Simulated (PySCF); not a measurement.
Molecule: SMILES F[Si](F)(F)[SiH2]C[SiH3] (CH7F3Si3). Atoms near the plane z = 1.2 Å, at the GFN2-xTB optimised geometry (x, y, z in Å): F1 (3.4, 0.5, 0.0), Si2 (1.8, 0.5, 0.0), F3 (1.5, 2.1, 0.0), F4 (1.5, 0.2, 1.5), H12 (-2.4, -1.3, -0.1), H14 (-1.6, 0.9, 0.5).

Computed with CAM-B3LYP/def2-TZVP (PySCF 2.14.0). Cells within 0.4 Å of a nucleus heavier than hydrogen are left out (blank, or x). The values are rescaled to run from 0 to 1.

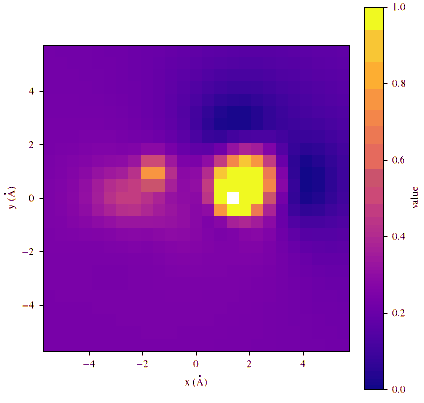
*a field on the plane z = 1.2 Å.*

Question: Which quantity is mapped?
A) deformation density (molecule minus spherical neutral atoms)
B) electrostatic potential
C) electron localisation function
D) log10 of the electron density

Answer: B, electrostatic potential. In full: electrostatic potential (hartree/e), clipped to [-0.08, 0.12].
